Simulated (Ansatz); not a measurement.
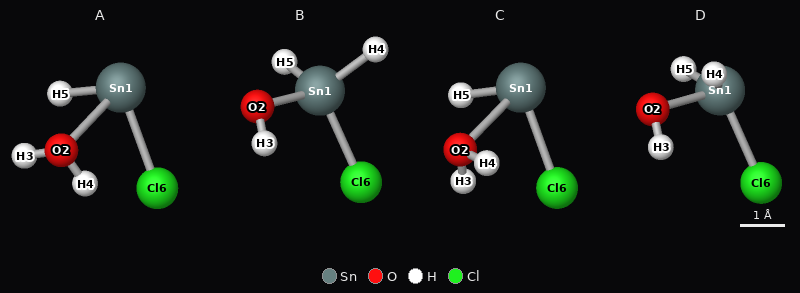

4 geometries from a converged minimum-energy path of SnH$_{3}$OCl, shuffled. The picture is a ball-and-stick view, seen at a tilt.

Computed with RKS BLYP/def2-SVP in Ansatz. Set-up: 7 movable images; climbing image; force threshold 0.05 eV/Å; iteration limit 60; starting path through a guess of the saddle point.

Which frame is the top of the path?

Answer. D. In order along the path, whose images run from 0 to 8: B (image 1, +0.02 eV), D (image 3, +1.56 eV), C (image 6, −0.58 eV), A (image 8, −0.64 eV). A hydrogen atom shifts from one atom to another. Breaking: Sn1–H4 (1.72 → 1.78 at the top → 2.63 Å). Forming: O2–H4 (2.94 → 1.66 at the top → 1.00 Å).

The run took 3.2 min on 1 thread of Arm Neoverse V2 (shared host), peak memory 0.12 GiB.
